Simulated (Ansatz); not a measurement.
## Debugging a many-body input for LaCuSeO (P4/nmm)

A first try at the G0W0 gap of LaCuSeO (P4/nmm), what the program said, and an input that works.

Calculated with Ansatz 0.2.0; G0W0 on r2SCAN, plane waves, PAW; PAW set soft_1.

In doubt: one-shot GW on d or f shells is unsure, so the values of those runs are not to be relied on.

### Step 1. The starting structure

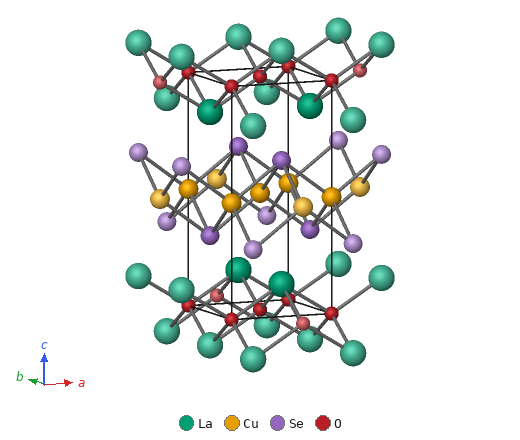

The cell as given, slightly off an axis (lanthanum teal, copper orange, selenium purple, oxygen red). Some periodic images of atoms are drawn too.

The cell and positions come from the Crystallography Open Database and are kept as given unless a step says otherwise. Spin-orbit coupling is left out unless a step names it.

### Step 2. First try

input.yaml

```yaml
crystal:
  lattice:
    - [4.06712, 0.0, 0.0]
    - [0.0, 4.06712, 0.0]
    - [0.0, 0.0, 8.7975]
  atoms:
    - { symbol: La, position: [0.5, 0.0, 0.1398] }
    - { symbol: La, position: [0.0, 0.5, 0.8602] }
    - { symbol: Cu, position: [0.5, 0.5, 0.5] }
    - { symbol: Cu, position: [0.0, 0.0, 0.5] }
    - { symbol: Se, position: [0.5, 0.0, 0.6698] }
    - { symbol: Se, position: [0.0, 0.5, 0.3302] }
    - { symbol: O, position: [0.5, 0.5, 0.0] }
    - { symbol: O, position: [0.0, 0.0, 0.0] }
kpoints:
  mp_grid: { grid: [1, 1, 1] }
hamiltonian:
  xc: r2scan
  pseudopotentials: { kind: paw, azcp: { folder: soft_1 } }
scf:
  occupations: { method: fixed }
gw:
  n_empty_bands: 236
  ecut_chi: 80
  qp_bands: [v2, c2]
  qp_kpoints: band_edges
  screening: { model: contour_deformation }
```

On the command line:

```bash
ansatz run input.yaml --threads 3 --pin off --max-ram 92160MiB --backend cuda --events-out ev --progress --plain --runs-dir out --devices 1 --max-vram 13GiB
```

Numbers of over 12 decimals in the logs are rounded to 6 here.

Output:

```text
GPUs: using 1 of 1 available (devices: 1).
Engine: ansatz 0.2.0, x86_64-unknown-linux-gnu
Pseudopotentials: kind: paw
Pseudopotential: La, paw, valence charge 11, recommended cutoff 500 eV (meta_gga), soft_1/La.paw.azcp
Pseudopotential: Cu, paw, valence charge 19, recommended cutoff 500 eV (meta_gga), soft_1/Cu.paw.azcp
Pseudopotential: Se, paw, valence charge 16, recommended cutoff 500 eV (meta_gga), soft_1/Se.paw.azcp
Pseudopotential: O, paw, valence charge 6, recommended cutoff 500 eV (meta_gga), soft_1/O.paw.azcp
Functional definition: r2SCAN
  parameter k0 = 0.174
  parameter k1 = 0.065
  parameter a1 = 4.9479
  exchange = r2scan_x(k0 = k0, k1 = k1, a1 = a1)
  correlation = r2scan_c
device memory: the entry about to start is reckoned to put 1.4 GiB on a device that reports 53.9 GiB free (of which the cap on the GPU budget leaves the run 13.0 GiB)
GPU FFT provider: cuFFT
GPU libraries: cuBLAS 13.8.2, cuFFT 12.4.0, cuSOLVER 12.3.4
Crystal: 8 atoms, lattice volume = 145.524 Å³
Basis set: ecut = 500 eV, 3729 PW (Γ), exchange–correlation on 120×120×288 points (64 copies of the dense FFT grid, shifted against one another)
Bands: 63, of which v1, the nominal top of the filled ones, is band 52 counted from 1 (51 counted from 0)
Symmetry: 16 space group operations
Space group: P4/nmm (ITA 129), of the structure as read, at distance tolerance 5.3e-5 Å
k-points: 1
Non-local potential: La, projectors of the file, l = 0: 3, l = 1: 2, l = 2: 2, l = 3: 3
Non-local potential: Cu, projectors of the file, l = 0: 3, l = 1: 2, l = 2: 3, l = 3: 1
Non-local potential: Se, projectors of the file, l = 0: 2, l = 1: 2, l = 2: 3, l = 3: 1
Non-local potential: O, projectors of the file, l = 0: 2, l = 1: 2, l = 2: 1
PAW form: soft (Blöchl's): semilocal exchange-correlation on the pseudo side does not see the compensation charge
PAW frozen core: La, regenerated for the run's functional (the file was generated under x = pbe(κ = 0.804, μ = 0.219515), c = pbe(β = 0.066725))
PAW frozen core: Cu, regenerated for the run's functional (the file was generated under x = pbe(κ = 0.804, μ = 0.219515), c = pbe(β = 0.066725))
PAW frozen core: Se, regenerated for the run's functional (the file was generated under x = pbe(κ = 0.804, μ = 0.219515), c = pbe(β = 0.066725))
PAW frozen core: O, regenerated for the run's functional (the file was generated under x = pbe(κ = 0.804, μ = 0.219515), c = pbe(β = 0.066725))
PAW one-centre angular grid: La, 974 points (default); XC on 160 Gauss nodes
PAW one-centre angular grid: Cu, 590 points (default); XC on 160 Gauss nodes
PAW one-centre angular grid: Se, 590 points (default); XC on 160 Gauss nodes
PAW one-centre angular grid: O, 302 points (default); XC on 160 Gauss nodes
Initial density: superposition of atomic densities (chi_scale 0.1, normalization cell, long waves kept (reshape's long-wave potential 0.39 eV rms))
Initial wavefunctions: pseudopotential atomic-orbital guess
GPU buffer pool allocated for 64800 grid points (all kernels)
GPU transforms: local potential and band sums: pruned to the plane-wave sphere, on 30×30×72
Functional: x = r2scan, c = r2scan; τ floored in thin density (d = 2e-4 eV/Å³)
iter 1 solved again at ethr=3.08e-3 eV; its pass at ethr=3.10e-3 eV (dr2=3.20e0 eV) is discarded
SCF iter   1: F=—  HF=-37892.065998 eV  |F-HF|=—  |Δ(HF+E_count)|=         —  Δρ=5.47e-2  dr2=3.22e0  dr2_τ=8.28e-2  ethr=3.08e-3  ⟨swp⟩=1.0  Hψ=266  notcnv=0  defer=2
preconditioner: auto → Resta (q_TF=auto, 2.580 Å⁻¹)  ε∞=7.7  [insulator: Δε(μ)=1.489 eV  Ē_g=9.526 eV  n_scr=38 (ndim 8)  ℏωp=24.6 eV  f_vac=0.000  ε∞_Penn≈7.7]
SCF iter   2: F=—  HF=-37892.450702 eV  |F-HF|=—  |Δ(HF+E_count)|=   3.85e-1  Δρ=3.04e-2  dr2=9.87e-1  dr2_τ=4.70e-2  ethr=3.08e-3  ⟨swp⟩=2.0  Hψ=82  notcnv=0  defer=4
SCF iter   3: F=—  HF=-37892.584599 eV  |F-HF|=—  |Δ(HF+E_count)|=   1.34e-1  Δρ=2.01e-2  dr2=4.56e-1  dr2_τ=1.26e-2  ethr=9.49e-4  ⟨swp⟩=2.0  Hψ=109  notcnv=0  defer=9
[...]
SCF iter   6: F=—  HF=-37892.575045 eV  |F-HF|=—  |Δ(HF+E_count)|=   3.98e-3  Δρ=1.22e-3  dr2=2.31e-3  dr2_τ=3.84e-5  ethr=1.03e-5  ⟨swp⟩=3.0  Hψ=91  notcnv=0  defer=9
SCF iter   7: F=—  HF=-37892.575379 eV  |F-HF|=—  |Δ(HF+E_count)|=   3.34e-4  Δρ=3.71e-4  dr2=2.42e-4  dr2_τ=2.56e-5  ethr=2.22e-6  ⟨swp⟩=3.0  Hψ=81  notcnv=0  defer=9
SCF iter   8: F=—  HF=-37892.575354 eV  |F-HF|=—  |Δ(HF+E_count)|=   2.53e-5  Δρ=1.54e-4  dr2=2.73e-5  dr2_τ=1.07e-6  ethr=2.33e-7  ⟨swp⟩=2.0  Hψ=92  notcnv=0  defer=9
SCF iter   9: F=—  HF=-37892.575367 eV  |F-HF|=—  |Δ(HF+E_count)|=   1.31e-5  Δρ=5.89e-5  dr2=5.60e-6  dr2_τ=4.02e-7  ethr=2.62e-8  ⟨swp⟩=2.0  Hψ=108  notcnv=0  defer=8
SCF iter  10: F=—  HF=-37892.575365 eV  |F-HF|=—  |Δ(HF+E_count)|=   1.68e-6  Δρ=1.71e-5  dr2=6.47e-7  dr2_τ=2.93e-8  ethr=5.38e-9  ⟨swp⟩=2.0  Hψ=100  notcnv=0  defer=7
SCF iter  11: F=—  HF=-37892.575365 eV  |F-HF|=—  |Δ(HF+E_count)|=   2.06e-7  Δρ=8.05e-6  dr2=1.09e-7  dr2_τ=4.21e-9  ethr=6.22e-10  ⟨swp⟩=2.0  Hψ=100  notcnv=0  defer=7
SCF iter  12: F=-37892.575365 eV  HF=-37892.575365 eV  |F-HF|=1.66e-9  |Δ(HF+E_count)|=   4.14e-8  Δρ=1.53e-6  dr2=4.66e-9  dr2_τ=2.37e-10  ethr=9.62e-11  ⟨swp⟩=11.0  Hψ=258  notcnv=0
SCF 1 converged in 12 iterations: F = -37892.575365 eV  dr2 = 4.66e-9
[...]
device memory: the entry about to start is reckoned to put 1.4 GiB on a device that reports 53.9 GiB free (of which the cap on the GPU budget leaves the run 13.0 GiB)
NSCF: frozen V_eff on 1 k-points
[...]
device memory: the entry about to start is reckoned to put 1.0 GiB on a device that reports 54.2 GiB free (of which the cap on the GPU budget leaves the run 13.0 GiB)
NSCF: frozen V_eff on 1 k-points
G₀W₀ screening: q 1/1
G₀W₀ self-energy: k 1/1
device memory: the entry about to start is reckoned to put 0.8 GiB on a device that reports 57.9 GiB free (of which the cap on the GPU budget leaves the run 13.0 GiB)
NSCF: frozen V_eff on 1 k-points
device memory: the entry about to start is reckoned to put 0.8 GiB on a device that reports 57.7 GiB free (of which the cap on the GPU budget leaves the run 13.0 GiB)
NSCF: frozen V_eff on 1 k-points
device memory: the entry about to start is reckoned to put 0.8 GiB on a device that reports 57.7 GiB free (of which the cap on the GPU budget leaves the run 13.0 GiB)
NSCF: frozen V_eff on 1 k-points
device memory: the entry about to start is reckoned to put 0.8 GiB on a device that reports 57.7 GiB free (of which the cap on the GPU budget leaves the run 13.0 GiB)
NSCF: frozen V_eff on 1 k-points
device memory: the entry about to start is reckoned to put 0.8 GiB on a device that reports 57.7 GiB free (of which the cap on the GPU budget leaves the run 13.0 GiB)
NSCF: frozen V_eff on 1 k-points
SCF converged after 12 iterations
Free energy (F): -37892.575365 eV
Harris-Foulkes:  -37892.575365 eV  (|F-HF|=1.66e-9)
Internal energy: -37892.575365 eV  (E = F + TS)
E sigma→0 (E₀):  -37892.575365 eV
Fermi energy:    11.752315 eV
--- Per-component energies (eV) ---
  E_band       = -1644.471998
  E_kinetic    = 1463.654247
  E_local      = -20650.791016  (includes V_loc(G=0)·N_el)
  E_nonlocal   = 1387.637375
  E_hartree    = 9618.618083
  E_xc         = -702.688261
  E_vxc        = -899.934101  (∫ρ·V_xc dr)
  E_paw        = -19167.846708  (= ΣΔE_a)
  E_vpaw       = -2231.843482  (= ΣTr[D̂ρ^β])
  E_aug_tail   = 0.001356  (compensation charges beyond the density's cutoff)
  E_vtau       = 49.567199  (kinetic-family band-sum trace: ∫τ·v_τ [+ j·A + Jᵃ·Aᵃ] dr)
  E_ewald      = -9837.101271
  E_core_change = -4.059170  (= ΣΔE_core)
  E_smearing   = -0.000000  (= −TS)
  E_closure    = -0.000000  (closes the sum)
  Σ components = -37892.575365   (vs F -37892.575365, Δ=0.00e0)
--- Band table (eV) ---
  k-point 0: bands = [... 48 lower, 10.0044, 11.1958, 11.7523, 11.7523, 13.5488, 13.7606, 14.0050, 14.2181, ... 7 higher]
--- G₀W₀: contour deformation, 7 samples at zero and on the imaginary axis and 0 off it, 1 q-point, 236 empty bands' worth ---
  eigenvalues of the whole cell's RPA ε∞ on this k-mesh (on a slab, of 1 + 4πα/V) = 9.5282, 20.9465, 20.9465; static W/v taken at q = 0 is 0.023452
  gw.qp_kpoints: band_edges: 1 of 1 stored k-point solved, in 1 pass; an edge of the gap read off the rows below is read off those points alone
    ik  band        ε_KS         Σx   Σc(E_QP)       V_xc       Z   E_QP_lin       E_QP  E_QP is
     0    51     11.7523   -31.2876     5.3034   -26.0320  0.7165    11.8000    11.8001  root
     0    52     11.7523   -31.2876     5.3034   -26.0320  0.7165    11.8000    11.8001  root
     0    53     13.5488   -11.3446    -5.8118   -17.9481  0.7466    14.3579    14.3405  root
     0    54     13.7606    -8.4413    -4.9235   -13.3932  0.7678    13.7890    13.7890  root
```

It took 16 s on 1 × NVIDIA H100 80GB HBM3 (shared by 6 runs) with 3 threads of AMD EPYC 7R13 (Zen 3), shared host; peak memory 1.3 GiB; 8.1 s of CPU time.

Reading the cycles: dr2 is the Hartree energy of the density residual (eV), the measure of convergence; HF is the Harris–Foulkes estimate of the energy, which meets the free energy F at convergence.

**What went wrong?**

The run ended normally, though the input holds a fault or crude settings.

The fault: G0W0 on a mesh far too coarse. So few points can't sample the density or the screening, and the band edges may lie elsewhere in the zone.

It printed a gap of 1.99 eV, which is an artefact of the settings.

### Step 3. A better input

G0W0 replaces the xc potential by the self-energy, built once from these orbitals. Only a window of levels is corrected, while the sums run over the empty bands that the input names. This step takes PAW set soft_1 files.

input.yaml: that of step 2 with these lines changed.

```diff
@@ -15,3 +15,3 @@
 kpoints:
-  mp_grid: { grid: [1, 1, 1] }
+  mp_grid: { grid: [4, 4, 2] }
 hamiltonian:
@@ -22,4 +22,4 @@
 gw:
-  n_empty_bands: 236
-  ecut_chi: 80
+  n_empty_bands: 434
+  ecut_chi: 120
   qp_bands: [v2, c2]
```

Output:

```text
GPUs: using 1 of 1 available (devices: 1).
[...]
GPU FFT provider: cuFFT
GPU libraries: cuBLAS 13.8.2, cuFFT 12.4.0, cuSOLVER 12.3.4
Crystal: 8 atoms, lattice volume = 145.524 Å³
Basis set: ecut = 500 eV, 3729 PW (Γ), exchange–correlation on 120×120×288 points (64 copies of the dense FFT grid, shifted against one another)
Bands: 63, of which v1, the nominal top of the filled ones, is band 52 counted from 1 (51 counted from 0)
Symmetry: 16 space group operations
[...]
k-points: 12 of 32
[...]
GPU buffer pool allocated for 64800 grid points (all kernels)
[...]
SCF iter   1: F=—  HF=-37898.363892 eV  |F-HF|=—  |Δ(HF+E_count)|=         —  Δρ=4.88e-2  dr2=3.72e0  dr2_τ=6.30e-2  ethr=3.10e-3  ⟨swp⟩=5.1  Hψ=2365  notcnv=0  defer=47
[...]
0    51     11.6088   -32.4169     4.5890   -27.7032  0.7349    11.4839    11.4841  root
     0    52     11.6088   -32.4169     4.5890   -27.7032  0.7349    11.4839    11.4841  root
     0    53     13.4986   -12.7987    -4.3969   -18.1643  0.7781    14.4829    14.4672  root
     0    54     13.6478    -9.0479    -4.1813   -13.4744  0.8001    13.8938    13.8931  root
     1    51     11.5049   -32.6501     4.6513   -27.8746  0.7322    11.3804    11.3807  root
     1    52     11.5049   -32.6501     4.6513   -27.8746  0.7322    11.3804    11.3807  root
     1    53     13.5944   -10.0253    -5.2182   -16.3388  0.7817    14.7133    14.6899  root
     1    54     13.9681   -14.6991    -5.2380   -21.4659  0.7613    15.5536    15.4970  root
[...]
11    51     10.4375   -45.5078     8.3380   -37.1319  0.6674    10.3995    10.3996  root
    11    52     10.4375   -45.5078     8.3380   -37.1319  0.6674    10.3995    10.3996  root
    11    53     14.5204   -14.2397    -4.9509   -20.4065  0.7624    15.7709    15.7364  root
    11    54     14.5204   -14.2397    -4.9509   -20.4065  0.7624    15.7709    15.7364  root
[key lines of the parts left out:]
SCF converged after 12 iterations
Free energy (F): -37898.241108 eV
Fermi energy:    11.608830 eV
```

Elapsed: 36 s, on 1 × NVIDIA H100 80GB HBM3 (shared by 6 runs) with 3 threads; peak memory 2.1 GiB.

This step gave:

```
bands summed                                 : 486
RPA ε∞ on this mesh (eigenvalues)            : 6.007, 7.587, 7.587
plane waves in the screening matrix          : 427
q-points in the mesh                         : 32
G0W0 gap on the mesh                         : 2.409 eV
k of the valence top                         : 0, 0, 0
k of the conduction bottom                   : 0, 0, 0
starting gap on the mesh                     : 1.890 eV
Z at the valence top                         : 0.7349
Z at the conduction bottom                   : 0.8001
least direct G0W0 gap on the computed points : 2.409 eV
```

The gap on the mesh goes from 1.89 eV to 2.41 eV, a correction of +0.52 eV, though a band edge has moved to another state.

### Step 4. Summary of results

```json
{
 "first try": "converged after 16 s",
 "better run": "G0W0 gap on the mesh 2.41 eV (4×4×2 mesh, 434 empty bands, screening to 120 eV, PAW set soft_1 files)"
}
```

The second run differs in: mesh, empty bands and screening cutoff (eV). Bands and cutoff are finite, so the gap is not at the basis limit. The miss can reach some tenths of an eV and take either sign; the mesh is an error of its own. The 4×4×2 mesh is coarse for this cell (its supercell is 16 Å along the shortest edge). The RPA ε∞ on it, from the r2SCAN start, is 6.01 and 7.59; such meshes misread the long-range screening, most where the gap is narrow. Empty 4f levels lie among the conduction bands. Their place in the start is unsure; it enters the screening, and the edge itself where they lie low. A d shell, filled or nearly so, lies near the gap. One-shot GW converges very slowly in bands there, not always from below, and on a semilocal start the gap tends to come out low; starts rich in exact exchange can overshoot instead. The many-body steps are scalar-relativistic: spin-orbit coupling is not in them.

[Paths, hosts, dates, memory and timing lines, banners, echoed tables and standing remarks are left out of the program output.]

[Logs are printed without paths, hosts, clocks, repeated set-up lines and the standing remarks that a program may print on its own settings, such as how far it seeks lower states.]

[Runs of the session that timed out or met a known fault of the program may be left out.]

[Cells called generated may have been cut or substituted from an entry of the Crystallography Open Database or the Materials Project.]

[Hosts, paths, dates, database ids (printed as entryN), source tags and the programs' standing remarks are cut or masked in the printed files.]
